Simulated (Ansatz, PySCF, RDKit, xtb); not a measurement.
**C3H4F4Si: ranking a sample of isomers**

Which of a sample of isomers of C3H4F4Si is the most stable in the gas at 298.15 K, and what are its properties? The sample is small against all isomers, and the most stable one of this formula need not be in it.

Plan: many cheap relaxations first (GFN2-xTB), then density-functional screening, relaxation at B3LYP-D3(BJ)/def2-SVP, vibrations (at GFN2-xTB) and a final energy. The numbers are computed, not measured.

## (1) Possible bonding patterns

Isomers were taken from a list of plausible structures; this is a sample, not all of them. That gives 5 candidates.

```
label                    SMILES     spin
 c351      C=C(F)[SiH2]C(F)(F)F  singlet
 c406   C=C(F)[C@H](F)[SiH](F)F  singlet
 c792        F/C=C\C[Si](F)(F)F  singlet
 c852  FC(F)(F)[C@]1(F)C[SiH2]1  singlet
 c955    F/C([SiH3])=C\C(F)(F)F  singlet
```

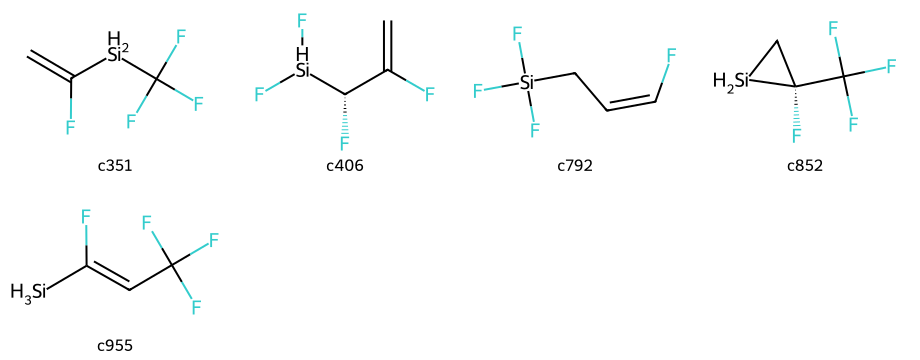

Structural formulas of the candidates.

Candidates are built by distance geometry, with a force field where one applies, in up to four conformers (letters a to d).

## (2) Search with GFN2-xTB

All 9 starts are relaxed the same way. One of them, c351a (taken from a list of plausible isomers, embedded by distance geometry and MMFF94), in full:

start.xyz

```xyz
12
c351a
C     -3.004720     2.030633    -1.977209
C     -1.984576     1.855600    -1.133510
C     -0.579924     1.335261     1.494839
F     -0.773105     1.832139    -1.681786
F     -0.751665     1.180580     2.870040
F      0.279695     2.436581     1.396504
F      0.107816     0.289477     1.045799
Si    -2.202391     1.590714     0.693405
H     -4.049686     2.097255    -1.674637
H     -2.825572     2.186669    -3.055306
H     -2.935583     2.783966     1.212908
H     -3.085817     0.433392     0.878894
```

On the command line:

```console
$ xtb start.xyz --gfn 2 --opt
```

Standard output, cut to the lines that bear on the results:

```text
* xtb version 6.7.1
[...]
          :  # basis functions                  42          :
[...]
          :  # electrons                        48          :
[...]
          :  Hamiltonian                  GFN2-xTB          :
[...]
          :  net charge                          0          :
          :  unpaired electrons                  0          :
[...]
   *** convergence criteria satisfied after 13 iterations ***
[...]
   *** GEOMETRY OPTIMIZATION CONVERGED AFTER 9 ITERATIONS ***
[...]
   *** convergence criteria satisfied after 3 iterations ***
[...]
         ::                     SUMMARY                     ::
         :::::::::::::::::::::::::::::::::::::::::::::::::::::
         :: total energy             -29.080728583396 Eh    ::
         :: gradient norm              0.000740656106 Eh/a0 ::
         :: HOMO-LUMO gap              4.318374270917 eV    ::
         ::.................................................::
         :: SCC energy               -29.248884449939 Eh    ::
         :: -> isotropic ES            0.068054549355 Eh    ::
         :: -> anisotropic ES         -0.000719230079 Eh    ::
         :: -> anisotropic XC         -0.019051417922 Eh    ::
         :: -> dispersion             -0.007427801461 Eh    ::
         :: repulsion energy           0.168155866544 Eh    ::
         :: add. restraining           0.000000000000 Eh    ::
         :: total charge               0.000000000000 e     ::
         :::::::::::::::::::::::::::::::::::::::::::::::::::::
[...]
        24        2.0000           -0.4418378             -12.0230 (HOMO)
        25                         -0.2831405              -7.7046 (LUMO)
[...]
     #   Z          covCN         q      C6AA      α(0)
     1   6          2.849    -0.102    30.564     9.061
     2   6          2.639     0.066    26.503     8.422
     3   6          3.217     0.357    20.434     7.353
     4   9          0.793    -0.212    11.359     3.981
     5   9          0.796    -0.233    11.582     4.020
     6   9          0.793    -0.217    11.408     3.990
     7   9          0.793    -0.216    11.406     3.989
     8  14          3.610     0.474    98.595    19.063
     9   1          0.926     0.055     2.260     2.351
    10   1          0.926     0.085     1.929     2.172
    11   1          0.919    -0.028     3.604     2.969
    12   1          0.919    -0.028     3.603     2.969
[...]
     #   Z sym  total        # sym  WBO       # sym  WBO       # sym  WBO
 ---------------------------------------------------------------------------
     1   6      3.987 --     2      1.903     9      0.980    10      0.966
     2   6      3.868 --     1      1.903     4      0.979     8      0.884
     3   6      3.724 --     7      0.967     6      0.966     5      0.953
                             8      0.744
     4   9      1.116 --     2      0.979
     5   9      1.053 --     3      0.953
     6   9      1.073 --     3      0.966
     7   9      1.073 --     3      0.967
     8  14      3.536 --    12      0.890    11      0.890     2      0.884
                             3      0.744
     9   1      0.997 --     1      0.980
    10   1      0.993 --     1      0.966
    11   1      0.999 --     8      0.890
[...]
molecular dipole:
                 x           y           z       tot (Debye)
 q only:       -2.228       0.235      -0.500
   full:       -2.057       0.227      -0.535       5.433
molecular quadrupole (traceless):
[...]
          | TOTAL ENERGY              -29.080728583396 Eh   |
          | GRADIENT NORM               0.000740656106 Eh/α |
          | HOMO-LUMO GAP               4.318374270917 eV   |
           -------------------------------------------------
[...]
```

Run time: 0.062 s. Hardware: 4 threads of Arm Neoverse V2, shared host.

## (3) Distinct minima at GFN2-xTB

9 of the 9 relaxations converged. 9 distinct structures remain:

```
label  start              SMILES after     spin  energy (kcal/mol)
c792a  drawn        F/C=C\C[Si](F)(F)F  singlet                0.0
c792b  drawn        F/C=C\C[Si](F)(F)F  singlet                1.3
c406a  drawn   C=C(F)[C@H](F)[SiH](F)F  singlet               37.1
c406b  drawn   C=C(F)[C@H](F)[SiH](F)F  singlet               37.1
c406c  drawn   C=C(F)[C@H](F)[SiH](F)F  singlet               37.1
c406d  drawn   C=C(F)[C@H](F)[SiH](F)F  singlet               38.1
c955a  drawn    F/C([SiH3])=C\C(F)(F)F  singlet              109.9
c351a  drawn      C=C(F)[SiH2]C(F)(F)F  singlet              120.3
c852a  drawn  FC(F)(F)[C@]1(F)C[SiH2]1  singlet              120.3
```

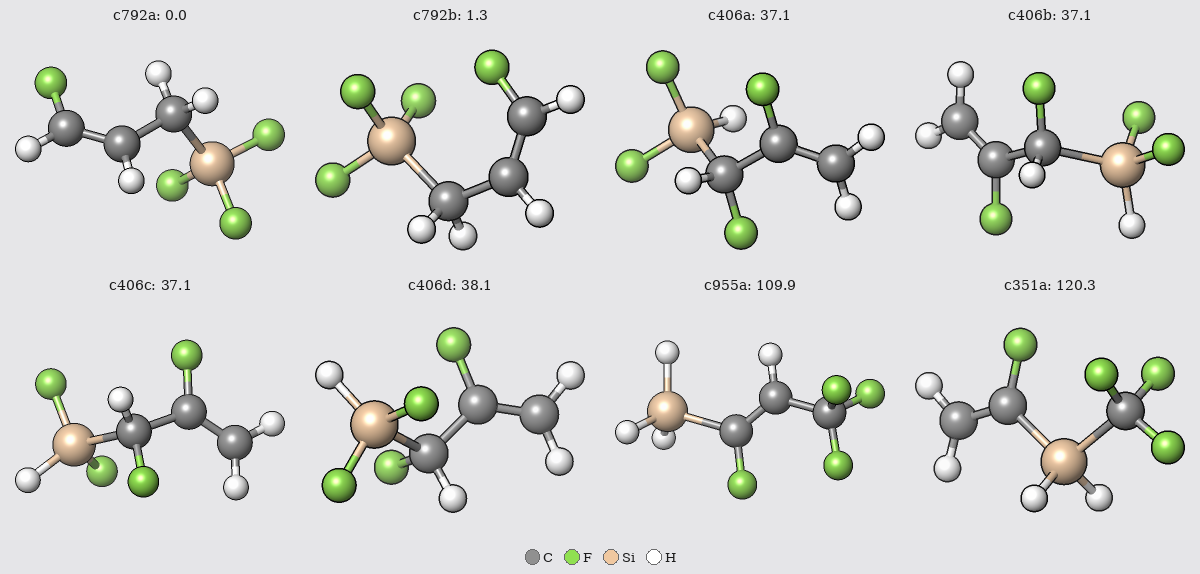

The 8 lowest minima that did not fall apart, with their GFN2-xTB energies in kcal/mol.

## (4) Screening with a density functional

A choice of the minima (the low ones first, few conformers of a pattern, up to a cap) and the lowest that fell apart get a single point at r2SCAN-D4/def2-SVP on the tight-binding geometry, and one at HF/STO-3G for comparison. The lowest singlets are also tried as triplets at the same geometry (label ending in t). The first, c792a:

input.yaml

```yaml
crystal:
  periodic: [false, false, false]
  atoms:
    - {symbol: C, position_ang: [-1.040767, 1.618768, 2.067178]}
    - {symbol: C, position_ang: [-1.901117, 1.564734, 1.067852]}
    - {symbol: C, position_ang: [-2.781625, 0.387380, 0.774657]}
    - {symbol: F, position_ang: [-0.884765, 0.601210, 2.932973]}
    - {symbol: F, position_ang: [-3.265965, -1.670629, -1.224060]}
    - {symbol: F, position_ang: [-2.398213, 0.524556, -2.092217]}
    - {symbol: F, position_ang: [-0.850949, -1.038249, -0.901093]}
    - {symbol: Si, position_ang: [-2.322049, -0.453882, -0.844581]}
    - {symbol: H, position_ang: [-0.394680, 2.450223, 2.303200]}
    - {symbol: H, position_ang: [-1.973706, 2.414315, 0.408764]}
    - {symbol: H, position_ang: [-2.716558, -0.321695, 1.602002]}
    - {symbol: H, position_ang: [-3.818653, 0.729160, 0.720977]}
basis:
  gaussian: {orbitals: def2-SVP}
scf: {lower_state_search: off}
hamiltonian: {xc: {name: r2SCAN}, dispersion: d4}
```

On the command line:

```console
$ ansatz run input.yaml --threads 4 --pin off --max-ram 7830MiB --events-out events.jsonl --progress --plain --runs-dir runs
```

Standard output, cut to the lines that bear on the results:

```text
Warning: RAYON_NUM_THREADS=4 ignored (pool sized by the plan → 4); use --threads N
Functional definition: r2SCAN
  name "r2SCAN"
[...]
1494 factors; their error is unknown
[...]
mean field -21905.41366664 eV, -805.0091042265 hartree, gradient 7.3e-6 eV, S^2 0.000000; 0 other end points of the search recorded, 0 dependent functions left out
reference -21905.41367575 eV, -805.0091045610 hartree; 36, 36 occupied and 100, 100 virtual orbitals, 1494 factors
Total energy: -21905.48638259 eV, -805.0117764883 hartree
Checks for a lower state left out: stability, starts, cluster_reference, orbital_swaps, neighbouring_geometries, increment
```

Run time: 1.3 s. Hardware: 4 threads of Arm Neoverse V2, shared host; peak memory 0.18 GiB.

Relative energies in kcal/mol, each column from its lowest structure that stays in one piece:

```
 label                   SMILES     spin  GFN2-xTB  HF/STO-3G  r2SCAN-D4/def2-SVP
 c792a       F/C=C\C[Si](F)(F)F  singlet       0.0        0.0                 0.0
 c792b       F/C=C\C[Si](F)(F)F  singlet       1.3        0.7                 0.0
 c406a  C=C(F)[C@H](F)[SiH](F)F  singlet      37.1       30.3                57.3
 c406b  C=C(F)[C@H](F)[SiH](F)F  singlet      37.1       30.2                57.3
c792at       F/C=C\C[Si](F)(F)F  triplet         –          –                97.8
c406at  C=C(F)[C@H](F)[SiH](F)F  triplet         –          –               155.9
```

## (5) Third filter: density-functional geometries

3 candidates are relaxed at B3LYP-D3(BJ)/def2-SVP (chosen among the lowest in one piece, one conformer a pattern, with other spins of them). The first, c792a:

input.yaml, as its differences from that of step 4:

```diff
@@ -16,4 +16,10 @@
 basis:
-  gaussian: {orbitals: def2-SVP}
-scf: {lower_state_search: off}
-hamiltonian: {xc: {name: r2SCAN}, dispersion: d4}
+  gaussian:
+    orbitals: def2-SVP
+hamiltonian:
+  xc: {name: B3LYP}
+  dispersion: d3bj
+scf:
+  lower_state_search: "off"
+relax:
+  f_tol: 0.006
```

On the command line:

```console
$ ansatz run input.yaml --threads 4 --pin off --max-ram 7830MiB --events-out events.jsonl --progress --plain --runs-dir runs
```

Standard output, cut to the lines that bear on the results:

```text
Warning: RAYON_NUM_THREADS=4 ignored (pool sized by the plan → 4); use --threads N
[...]
Functional definition: B3LYP
  name "B3LYP"
[...]
1435 factors; integrals over basis functions are off by at most 3.8e-4 eV
[...]
mean field -21912.96177026 eV, -805.2864919181 hartree, gradient 1.5e-6 eV, S^2 0.000000; 0 other end points of the search recorded, 0 dependent functions left out
[...]
reference -21912.96201121 eV, -805.2865007727 hartree; 36, 36 occupied and 100, 100 virtual orbitals, 1435 factors
relax step   1: F+E_penalty+E_count = -21913.41980230 eV  Δ(F+E_penalty+E_count) = +0.000e0 eV  max|allowed force component| = 9.470e-1 eV/Å  Δτ_max = 0.0000 Å  (16 SCF iters, accepted)
[...]
relax step   5: F+E_penalty+E_count = -21913.52774349 eV  Δ(F+E_penalty+E_count) = -1.320e-3 eV  max|allowed force component| = 2.349e-2 eV/Å  Δτ_max = 0.0186 Å  (21 SCF iters, accepted)
[...]
Atom 3 at    -0.677394     0.463797     2.635122 Å, force    -0.000684     0.001274    -0.001371 eV/Å
Atom 4 at    -3.252364    -1.631524    -1.219687 Å, force     0.000840     0.000850    -0.000681 eV/Å
Atom 5 at    -2.192492     0.601212    -1.992206 Å, force    -0.001255     0.000212    -0.000171 eV/Å
Atom 6 at    -0.810413    -1.063740    -0.575211 Å, force    -0.002949     0.000494    -0.000553 eV/Å
Atom 7 at    -2.276449    -0.436813    -0.766234 Å, force     0.003207    -0.001886     0.001331 eV/Å
Atom 8 at    -0.333060     2.412501     2.171242 Å, force    -0.000148     0.000760    -0.002002 eV/Å
Atom 9 at    -2.182411     2.528961     0.545456 Å, force    -0.000549    -0.001651     0.000067 eV/Å
Atom 10 at    -2.839781    -0.329948     1.594020 Å, force    -0.000325     0.000887    -0.000024 eV/Å
Atom 11 at    -3.921846     0.696005     0.625989 Å, force     0.000585     0.000606    -0.001002 eV/Å
Dipole moment:    -0.196814     0.426382     0.293335 e Å
Checks for a lower state left out: stability, starts, cluster_reference, orbital_swaps, neighbouring_geometries, increment
```

Run time: 26 s. Hardware: 4 threads of Arm Neoverse V2, shared host; peak memory 0.32 GiB.

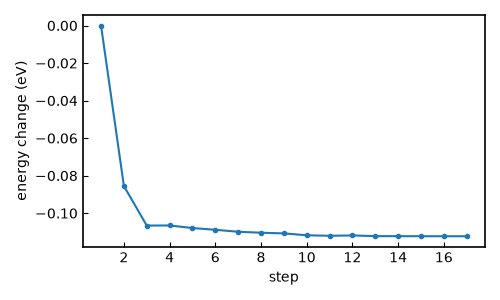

Energy along the run, all evaluated steps.

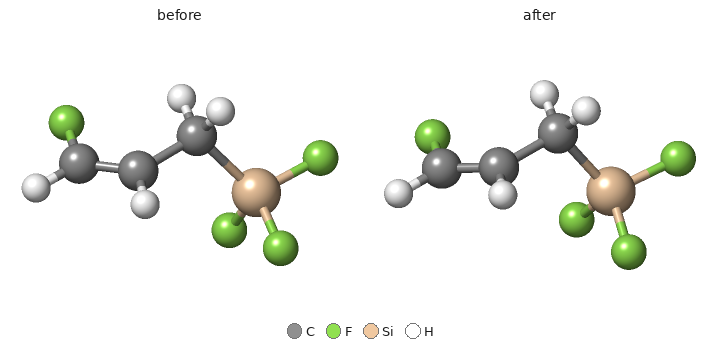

Before and after, at one scale.

After the run. Bond lengths: C1–C2 1.332 Å, C2–C3 1.503 Å, C1–F4 1.340 Å, C3–Si8 1.850 Å, F5–Si8 1.608 Å, F6–Si8 1.609 Å, F7–Si8 1.606 Å, C1–H9 1.093 Å, C2–H10 1.093 Å, C3–H11 1.102 Å, C3–H12 1.103 Å. Some angles: C1–C2–C3 123.8°, C2–C1–F4 121.8°, C2–C3–Si8 110.4°, C3–Si8–F5 112.2°, C3–Si8–F6 110.9°, C3–Si8–F7 111.8°, F5–Si8–F6 107.2°, F5–Si8–F7 107.3°, F6–Si8–F7 107.2°, C1–C2–H10 117.2°.

## (6) After refinement

```
 label     spin  r2SCAN-D4/def2-SVP (kcal/mol)  B3LYP-D3(BJ)/def2-SVP, relaxed (kcal/mol)  time
 c792a  singlet                            0.0                                        0.0  26 s
 c406a  singlet                           57.3                                       55.4  29 s
c792at  triplet                           97.8                                       63.6  62 s
```

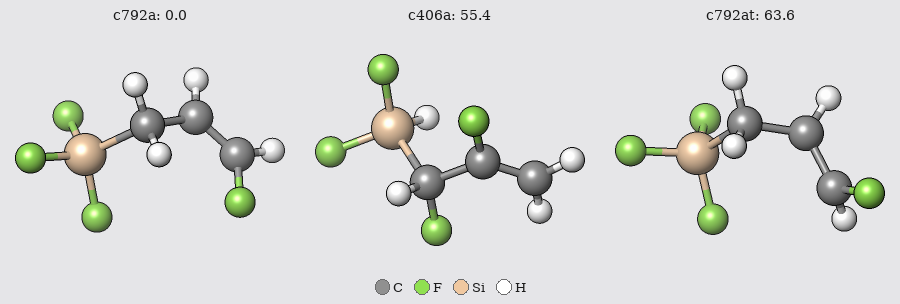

The relaxed structures, with energies at B3LYP-D3(BJ)/def2-SVP in kcal/mol.

## (7) Vibrations and thermal terms

The lowest few in one piece go on as finalists. In this search the thermal terms come from GFN2-xTB at its own nearest minimum. The first, c792a:

start.xyz

```xyz
12
c792a
C     -0.987821     1.567964     1.941922
C     -2.006186     1.594349     1.083352
C     -2.868830     0.403125     0.771887
F     -0.677394     0.463797     2.635122
F     -3.252364    -1.631524    -1.219687
F     -2.192492     0.601212    -1.992206
F     -0.810413    -1.063740    -0.575211
Si    -2.276449    -0.436813    -0.766234
H     -0.333060     2.412501     2.171242
H     -2.182411     2.528961     0.545456
H     -2.839781    -0.329948     1.594020
H     -3.921846     0.696005     0.625989
```

On the command line:

```console
$ xtb start.xyz --gfn 2 --ohess tight
```

Standard output, cut to the lines that bear on the results:

```text
* xtb version 6.7.1
[...]
          :  # basis functions                  42          :
[...]
          :  # electrons                        48          :
[...]
          :  Hamiltonian                  GFN2-xTB          :
[...]
          :  net charge                          0          :
          :  unpaired electrons                  0          :
[...]
   *** convergence criteria satisfied after 12 iterations ***
[...]
   *** GEOMETRY OPTIMIZATION CONVERGED AFTER 22 ITERATIONS ***
[...]
   *** convergence criteria satisfied after 3 iterations ***
[...]
         ::                     SUMMARY                     ::
         :::::::::::::::::::::::::::::::::::::::::::::::::::::
         :: total energy             -29.272408739859 Eh    ::
         :: gradient norm              0.000062087194 Eh/a0 ::
         :: HOMO-LUMO gap              5.048792725210 eV    ::
         ::.................................................::
         :: SCC energy               -29.477509516367 Eh    ::
         :: -> isotropic ES            0.061376709861 Eh    ::
         :: -> anisotropic ES         -0.000599999715 Eh    ::
         :: -> anisotropic XC         -0.002382358458 Eh    ::
         :: -> dispersion             -0.007825444594 Eh    ::
         :: repulsion energy           0.205100776508 Eh    ::
         :: add. restraining           0.000000000000 Eh    ::
         :: total charge              -0.000000000000 e     ::
         :::::::::::::::::::::::::::::::::::::::::::::::::::::
[...]
        24        2.0000           -0.4215255             -11.4703 (HOMO)
        25                         -0.2359858              -6.4215 (LUMO)
[...]
molecular dipole:
                 x           y           z       tot (Debye)
 q only:       -0.463       0.743       0.243
   full:       -0.506       0.949       0.441       2.955
molecular quadrupole (traceless):
[...]
          | TOTAL ENERGY              -29.272408739859 Eh   |
          | TOTAL ENTHALPY            -29.191831072710 Eh   |
          | TOTAL FREE ENERGY         -29.237840172813 Eh   |
          | GRADIENT NORM               0.000062107878 Eh/α |
[...]
```

It took 0.19 s on 4 threads of Arm Neoverse V2, shared host.

## (8) Thermal terms of the finalists

As xtb prints them, at 298.15 K, with its own treatment of low modes:

```
 label                   SMILES     spin  lowest mode (cm⁻¹)  zero-point (kcal/mol)  G − E (kcal/mol)
 c792a       F/C=C\C[Si](F)(F)F  singlet                  21                   44.0              21.7
 c406a  C=C(F)[C@H](F)[SiH](F)F  singlet                  15                   41.9              19.6
c792at       F/C=C\C[Si](F)(F)F  triplet                  31                   41.1              18.3
```

## (9) Energies at the top level

Single points at CCSD(T)/def2-SVP + MP2/def2-TZVPP - MP2/def2-SVP on the refined geometries decide the order.

c792a, CCSD(T)/def2-SVP:

input.yaml

```yaml
crystal:
  periodic: [false, false, false]
  atoms:
    - symbol: C
      position_ang: [-0.987821, 1.567964, 1.941922]
    - symbol: C
      position_ang: [-2.006186, 1.594349, 1.083352]
    - symbol: C
      position_ang: [-2.868830, 0.403125, 0.771887]
    - symbol: F
      position_ang: [-0.677394, 0.463797, 2.635122]
    - symbol: F
      position_ang: [-3.252364, -1.631524, -1.219687]
    - symbol: F
      position_ang: [-2.192492, 0.601212, -1.992206]
    - symbol: F
      position_ang: [-0.810413, -1.063740, -0.575211]
    - symbol: Si
      position_ang: [-2.276449, -0.436813, -0.766234]
    - symbol: H
      position_ang: [-0.333060, 2.412501, 2.171242]
    - symbol: H
      position_ang: [-2.182411, 2.528961, 0.545456]
    - symbol: H
      position_ang: [-2.839781, -0.329948, 1.594020]
    - symbol: H
      position_ang: [-3.921846, 0.696005, 0.625989]
basis:
  gaussian:
    orbitals: def2-SVP
total_charge: 0
correlation:
  method: ccsd_t
  frozen_orbitals: {Si: 5, C: 1, F: 1, H: 0}
```

On the command line:

```console
$ ansatz run input.yaml --threads 4 --pin off --max-ram 7830MiB --events-out events.jsonl --progress --plain --runs-dir runs
```

Standard output, cut to the lines that bear on the results:

```text
Warning: RAYON_NUM_THREADS=4 ignored (pool sized by the plan → 4); use --threads N
Functional definition: HF
  name "HF"
[...]
1321 factors; integrals over basis functions are off by at most 1.2e-3 eV
[...]
mean field -21831.68487533 eV, -802.2996211209 hartree, gradient 6.5e-6 eV, S^2 0.000000; 0 other end points of the search recorded, 0 dependent functions left out
12 core orbitals not correlated: weight in the atoms' cores, before any rotation towards them, 1.000 or more for the frozen orbitals, at most 0.000 for the correlated occupied ones
reference -21831.68487533 eV, -802.2996211209 hartree; 24, 24 occupied and 100, 100 virtual orbitals, 1321 factors
second order -33.36988949 eV of doubles, -0.00000000 eV of singles
cycle   1  -33.55385173 eV  change   -1.8e-1 eV  update   1.3e-1
[...]
cycle   9  -34.44521345 eV  change    2.0e-6 eV  update   1.8e-5
perturbative correction -0.78582420 eV, -0.0288785068 hartree
Total energy: -21866.91591298 eV, -803.5943378741 hartree
```

Run time: 24 s. Hardware: 4 threads of Arm Neoverse V2, shared host; peak memory 1.1 GiB.

## (10) c792a at MP2/def2-TZVPP

input.yaml

```yaml
crystal:
  periodic: [false, false, false]
  atoms:
    - {symbol: C, position_ang: [-0.987821, 1.567964, 1.941922]}
    - {symbol: C, position_ang: [-2.006186, 1.594349, 1.083352]}
    - {symbol: C, position_ang: [-2.868830, 0.403125, 0.771887]}
    - {symbol: F, position_ang: [-0.677394, 0.463797, 2.635122]}
    - {symbol: F, position_ang: [-3.252364, -1.631524, -1.219687]}
    - {symbol: F, position_ang: [-2.192492, 0.601212, -1.992206]}
    - {symbol: F, position_ang: [-0.810413, -1.063740, -0.575211]}
    - {symbol: Si, position_ang: [-2.276449, -0.436813, -0.766234]}
    - {symbol: H, position_ang: [-0.333060, 2.412501, 2.171242]}
    - {symbol: H, position_ang: [-2.182411, 2.528961, 0.545456]}
    - {symbol: H, position_ang: [-2.839781, -0.329948, 1.594020]}
    - {symbol: H, position_ang: [-3.921846, 0.696005, 0.625989]}
basis:
  gaussian:
    orbitals: def2-TZVPP
correlation:
  method: mp2
  frozen_orbitals: {Si: 5, C: 1, F: 1, H: 0}
total_charge: 0
```

On the command line:

```console
$ ansatz run input.yaml --threads 4 --pin off --max-ram 7830MiB --events-out events.jsonl --progress --plain --runs-dir runs
```

Standard output:

```text
Warning: RAYON_NUM_THREADS=4 ignored (pool sized by the plan → 4); use --threads N
[... 2 set-up lines as earlier in the session ...]
  exchange = exact_x
  correlation = 0
1962 factors; integrals over basis functions are off by at most 1.0e-3 eV
mean field evaluation 1: about -21847.1769 eV, gradient 5.0e1 eV
mean field evaluation 2: about -21847.5025 eV, gradient 5.1e1 eV
mean field evaluation 4: about -21852.3009 eV, gradient 4.2e0 eV
mean field evaluation 8: about -21852.3814 eV, gradient 2.7e-1 eV
mean field -21852.38176020 eV, -803.0602176112 hartree, gradient 2.5e-6 eV, S^2 0.000000; 0 other end points of the search recorded, 0 dependent functions left out
12 core orbitals not correlated: weight in the atoms' cores, before any rotation towards them, 1.000 or more for the frozen orbitals, at most 0.000 for the correlated occupied ones
reference -21852.38176020 eV, -803.0602176112 hartree; 24, 24 occupied and 279, 279 virtual orbitals, 1962 factors
second order -43.35316610 eV of doubles, -0.00000000 eV of singles
Total energy: -21895.73492631 eV, -804.6534170796 hartree
```

Wall time 6 s (4 threads of Arm Neoverse V2, shared host); peak memory 1 GiB.

(Part 1 of 2 ends here.)
